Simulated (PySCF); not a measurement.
**Run report: Nb⁺, atomic calculation**

System: Nb⁺, configuration 1s2 2s2 2p6 3s2 3p6 3d10 4s2 4p6 4d3 5s1, multiplicity 5.
Method: unrestricted BLYP, x2c-TZVPPall plus 1 even-tempered diffuse shell per l, spin-free X2C-1e, Gaussian nucleus (PySCF).

## Results in brief

- outcome: converged
- total energy: −3819.1912 hartree
- ⟨S²⟩: 6.001
- ⟨L²⟩: 12.01
- SCF iterations: 6
- hardware: 1 CPU thread, shared host
- CPU time: 2.3 s (integrals apart)

## Remarks

The driver held the occupations shell by shell, and empty d levels lie below the filled 5s. The script shown fixes the counts by irreducible representation only, so by itself it can fall to another configuration. Radii and densities are those of the two-component orbitals, without the picture-change correction, so the innermost s shells come out slightly too small (about 1 % for 1s near Z = 40, more for heavier atoms). This is not the ground configuration of the species.

## Input
```python
from pyscf import gto, scf, dft, mp, cc
import basis_set_exchange as bse
mol = gto.M(atom="Nb 0 0 0", charge=1, spin=4, symmetry="D2h",
            basis=gto.basis.parse(bse.get_basis("x2c-TZVPPall", elements=["Nb"], fmt="nwchem", augment_diffuse=1)),
            nucmod="G")
mf = dft.UKS(mol, xc="BLYP").sfx2c1e()
mf.irrep_nelec = {'Ag': (7, 6), 'B1g': (2, 1), 'B2g': (2, 1), 'B3g': (2, 1), 'B1u': (3, 3), 'B2u': (3, 3), 'B3u': (3, 3)}
mf.kernel()
```

The script is an equivalent of what the driver set up; the driver started from orbitals of its own, so the log can be shorter than this script's would be, and it computed the properties (radii, ⟨L²⟩, response) afterwards. It held the occupations shell by shell, which the script's counts by irreducible representation don't always enforce.

## The program's output (extracts)
```
damping factor = 0
level_shift factor = 0
DIIS = <class 'pyscf.scf.diis.CDIIS'>
diis_start_cycle = 1
diis_space = 10
diis_damp = 0
SCF conv_tol = 1e-09
SCF conv_tol_grad = None
number electrons alpha = 22  beta = 18
XC functionals = BLYP
    A. D. Becke.,  Phys. Rev. A 38, 3098 (1988)
    C. Lee, W. Yang, and R. G. Parr.,  Phys. Rev. B 37, 785 (1988)
    B. Miehlich, A. Savin, H. Stoll, and H. Preuss.,  Chem. Phys. Lett. 157, 200 (1989)
cycle= 1 E= -3819.19094335835  delta_E= -0.0134  |g|= 0.0709  |ddm|= 0.461
cycle= 2 E= -3819.1911709402  delta_E= -0.000228  |g|= 0.0313  |ddm|= 0.0286
cycle= 3 E= -3819.19122623686  delta_E= -5.53e-05  |g|= 0.00357  |ddm|= 0.0109
cycle= 4 E= -3819.19122920321  delta_E= -2.97e-06  |g|= 0.000413  |ddm|= 0.00476
cycle= 5 E= -3819.19122926733  delta_E= -6.41e-08  |g|= 3.49e-05  |ddm|= 0.000797
cycle= 6 E= -3819.19122926787  delta_E= -5.47e-10  |g|= 5.04e-07  |ddm|= 8.5e-05
converged SCF energy = -3819.19122926787  <S^2> = 6.000586  2S+1 = 5.0002344
```

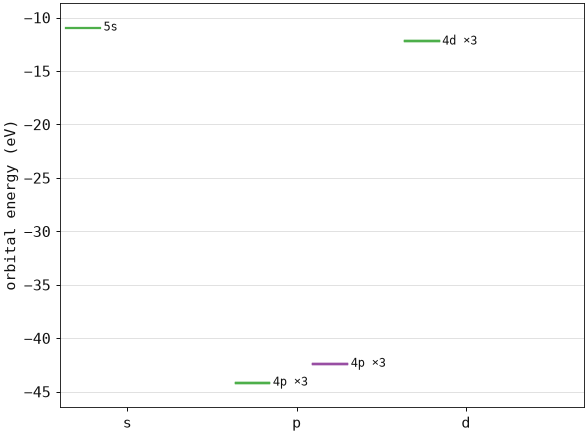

*Orbital energies of the mean field, from the top down to −44.2 eV, by angular momentum, α spin at the left of each column and β at the right; ×n counts the orbitals under one label. Empty levels that the record names by l alone aren't drawn.*

The highest filled orbital is 5s α at −10.9 eV, the lowest empty one d α at −11.5 eV.

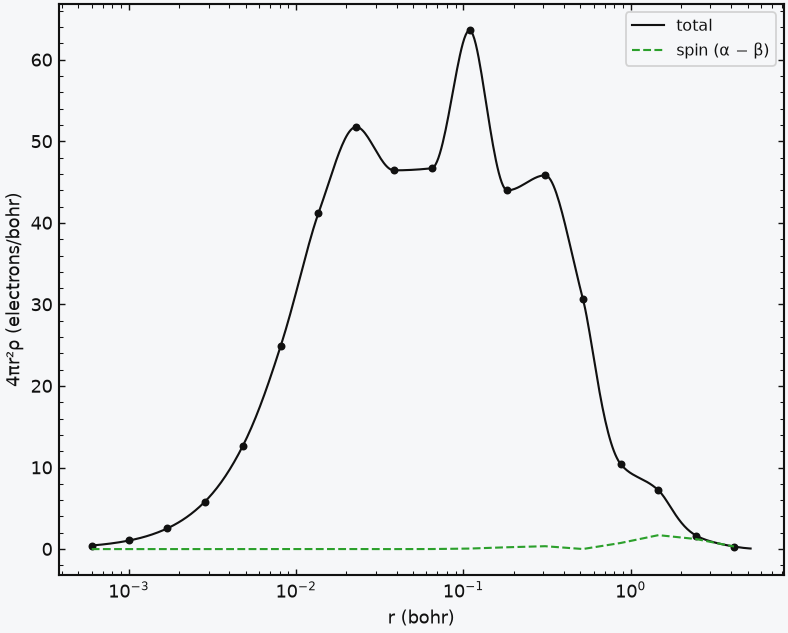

*Spherically averaged radial density 4πr²ρ of the mean field and its spin part; markers are the stored points, which are sparse, and the line is a monotone interpolation between them.*

The largest stored value is 63.6 electrons/bohr at r = 0.11 bohr. Root-mean-square radii of the shells: 3d 0.476, 3p 0.481, 4s 1.23, 4p 1.39, 4d 2.13, 5s 3.43 bohr.
